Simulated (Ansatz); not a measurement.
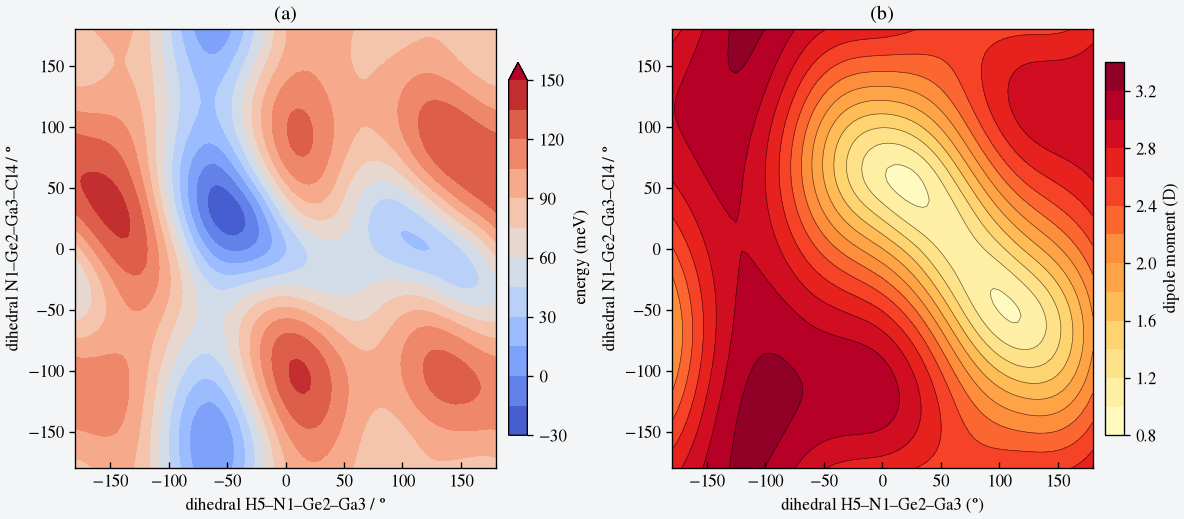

ClGaGeH5N, SMILES [NH2][GeH2][GaH][Cl]. The first coordinate is: dihedral H5–N1–Ge2–Ga3; the second: dihedral N1–Ge2–Ga3–Cl4. Nothing is relaxed (all other coordinates rigid). Grid: 12 × 12 points. Points are written as (first, second). Energies are in meV, from the relaxed molecule at the same level. Method: RKS PBE0-D4/def2-SVP in Ansatz 0.2.0.

Panel (a) is the energy; panel (b) is the computed dipole moment, in D.

Drawn: filled contours, one colour for all values above the top of the scale. Between grid points the surface is interpolated.

How does the dipole moment vary over the map, and what is it at the lowest grid point?

Leaving out the highest fifth of the energies, it runs from 0.99 D at (30°, 60°) to 3.26 D at (−90°, −120°). At the lowest grid point, (−60°, 30°), it is 2.18 D.

| dihedral N1–Ge2–Ga3–Cl4 ↓, dihedral H5–N1–Ge2–Ga3 → | −180 | −150 | −120 | −90 | −60 | −30 | 0 | 30 | 60 | 90 | 120 | 150 |
| --- | --- | --- | --- | --- | --- | --- | --- | --- | --- | --- | --- | --- |
| 150 | 2.91 | 3.11 | 3.20 | 2.98 | 2.59 | 2.33 | 2.27 | 2.29 | 2.41 | 2.64 | 2.80 | 2.83 |
| 120 | 2.99 | 3.12 | 3.13 | 2.81 | 2.29 | 1.88 | 1.77 | 1.88 | 2.20 | 2.60 | 2.88 | 2.95 |
| 90 | 2.95 | 3.08 | 3.06 | 2.68 | 2.05 | 1.50 | 1.25 | 1.39 | 1.84 | 2.38 | 2.75 | 2.88 |
| 60 | 2.82 | 3.01 | 3.01 | 2.64 | 2.01 | 1.40 | 1.02 | 0.99 | 1.42 | 2.01 | 2.45 | 2.66 |
| 30 | 2.62 | 2.91 | 2.99 | 2.70 | 2.18 | 1.68 | 1.31 | 1.04 | 1.13 | 1.60 | 2.05 | 2.35 |
| 0 | 2.38 | 2.80 | 3.00 | 2.83 | 2.45 | 2.11 | 1.81 | 1.42 | 1.11 | 1.23 | 1.60 | 1.97 |
| −30 | 2.13 | 2.70 | 3.02 | 2.97 | 2.74 | 2.53 | 2.29 | 1.87 | 1.33 | 1.01 | 1.17 | 1.58 |
| −60 | 1.99 | 2.66 | 3.06 | 3.11 | 2.98 | 2.88 | 2.72 | 2.31 | 1.70 | 1.15 | 1.01 | 1.35 |
| −90 | 2.02 | 2.69 | 3.13 | 3.21 | 3.14 | 3.10 | 3.01 | 2.66 | 2.10 | 1.57 | 1.30 | 1.46 |
| −120 | 2.21 | 2.80 | 3.19 | 3.26 | 3.18 | 3.16 | 3.11 | 2.83 | 2.39 | 1.99 | 1.77 | 1.81 |
| −150 | 2.47 | 2.93 | 3.24 | 3.23 | 3.09 | 3.02 | 2.98 | 2.79 | 2.51 | 2.30 | 2.20 | 2.21 |
| −180 | 2.72 | 3.04 | 3.24 | 3.13 | 2.88 | 2.73 | 2.69 | 2.60 | 2.51 | 2.52 | 2.55 | 2.57 |
